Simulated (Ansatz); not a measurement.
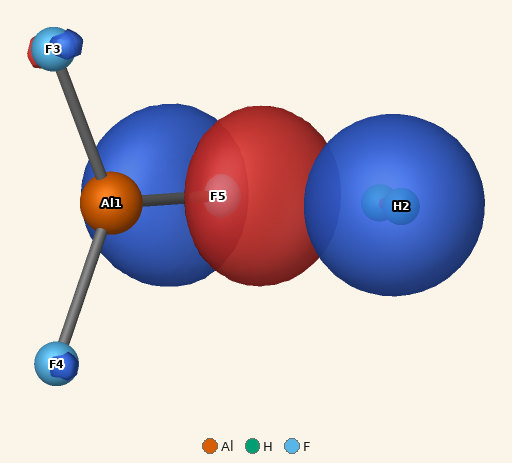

*AlF₃···H₂. The HOMO−1 at ±0.15 Å⁻³ᐟ² (blue and red are the two phases), seen across its widest extent.*

Not at a stationary point (largest force 1.6 eV/Å).

All numbers below come from RKS BHLYP-D4/def2-SVP (Ansatz).

Input file:

```
crystal:
  periodic: [false, false, false]
  atoms:
    - { symbol: Al, position_ang: [0.0, 0.0, 0.0] }
    - { symbol: H, position_ang: [0.0, 0.0, 1.91] }
    - { symbol: F, position_ang: [1.4635, 0.0, -0.845] }
    - { symbol: F, position_ang: [-1.4635, 0.0, -0.845] }
    - { symbol: F, position_ang: [0.0832, -1.8866, 0.6275] }
    - { symbol: H, position_ang: [0.0446, -1.0119, 1.7645] }
basis:
  gaussian: { orbitals: def2-SVP }
hamiltonian:
  xc: { name: BHLYP }
  dispersion: d4
relax:
  f_tol: 0.15
  max_steps: 25
  restrain:
    - { distance: [0, 4], at: 1.69, k: 30.0 }
    - { distance: [5, 1], at: 0.66, k: 30.0 }
    - { distance: [0, 1], at: 2.76, k: 30.0 }
    - { distance: [5, 4], at: 2.12, k: 30.0 }
output:
  orbitals: {}
```

Launched as:

```sh
ansatz run input.yaml --threads 1 --pin off --max-ram 2048MiB --backend cpu --events-out ev --progress --plain --runs-dir out
```

The fields are those of the run's last geometry, not of the input's.

**Where does this orbital lie, and at what energy?**

Its weight (Hirshfeld) is mainly on F5 (about 70 %), H2 (about 15 %) and H6 (about 10 %); largely a lone pair of F5. Its energy is −13.58 eV.
